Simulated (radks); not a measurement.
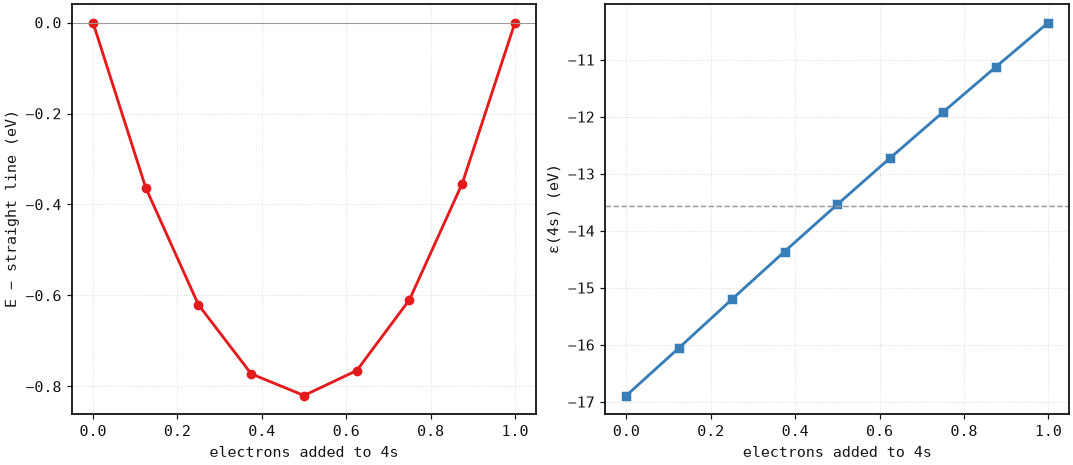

Level of theory: Dirac Kohn-Sham, PBE, spin-unpolarised, spherical densities, finite nucleus. Computed with the in-house radial solver radks. The occupation of the 4s shell is varied from Ti²⁺ ([Ar] 3d2 (3d3/2: 2)) to Ti⁺ ([Ar] 3d2 4s1 (3d3/2: 2)), with spherical fractional occupations. The plot shows the total energy less the straight line between the end points, and the eigenvalue of 4s (the dashed line is minus the energy to take the whole electron out).

> What does the shape say about the method?

The curve is convex (below the straight line), with the largest deviation among the points computed, −0.82 eV, at 0.5. The end points differ by 13.6 eV, the energy to take the electron out. The eigenvalue, which is the slope of the energy (Janak's theorem), moves from −16.9 eV at 0 to −10.3 eV at 1; for a straight line it would stay constant, and a parabola would sag by an eighth of this change, scaled to a whole electron, 0.82 eV. Convexity is the delocalisation error: fractional charges are too low in energy.
